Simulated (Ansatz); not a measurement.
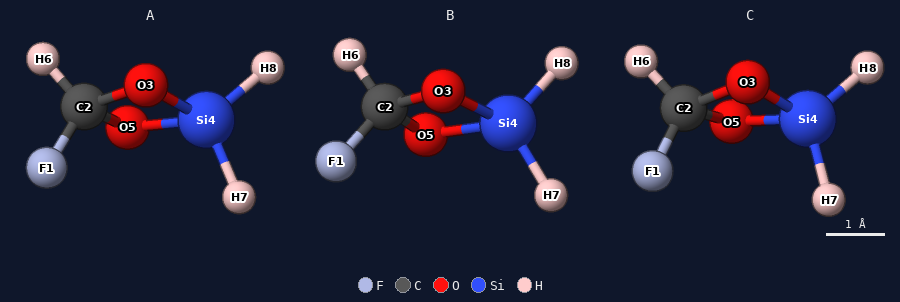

3 geometries from one relaxation of CH3FO2Si (coarse preliminary run), in shuffled order. A ball-and-stick model, seen at a tilt.

The start comes from a force field.

Level of theory: RKS PBE-D4/def2-SVP (Ansatz 0.2.0). (force threshold 0.03 eV/Å; at most 200 steps)

### Put them in the order of the run, from the start to the converged end.

C, A, B. They are steps 0, 1, 5, at +79.8 kJ/mol, +19.9 kJ/mol relative to the last. The energy falls by 79.8 kJ/mol in 5 geometry steps. Largest force component: 5.2 eV/Å at the start, 0.016 eV/Å at the end. H7 moves most after the best rigid fit: 0.41 Å. Largest moves by element: H 0.41 Å, F 0.34 Å, O 0.26 Å, Si 0.08 Å, C 0.03 Å. Near-neighbour distances that change, for instance: O3–Si4 1.570 → 1.714 Å, Si4–O5 1.656 → 1.715 Å, C2–O5 1.469 → 1.417 Å, Si4–H8 1.464 → 1.496 Å. Among the angles between lasting bonds that change: O3–C2–O5 92.6° → 103.1°, H7–Si4–H8 119.7° → 111.1°, O5–Si4–H7 109.4° → 116.5°.
